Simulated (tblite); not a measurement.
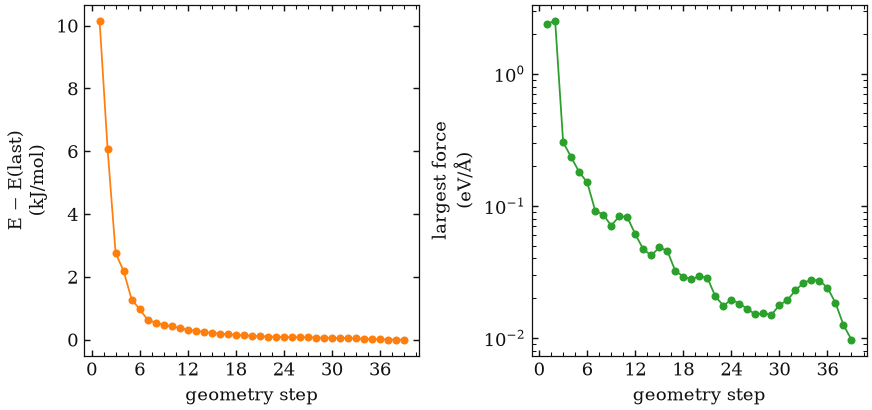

History of a geometry optimisation.

- system: methyl pivalate (SMILES COC(=O)C(C)(C)C)
- method: GFN2-xTB geometry optimisation, gas phase (tblite)

Question: How did it end, and what did it gain?

Answer: The optimisation met its thresholds at geometry 39, counting the start as the first. The energy fell by about 10 kJ/mol from the first step to the last. The largest force goes from about 2.4 eV/Å at the start to 0.01 eV/Å at the end.
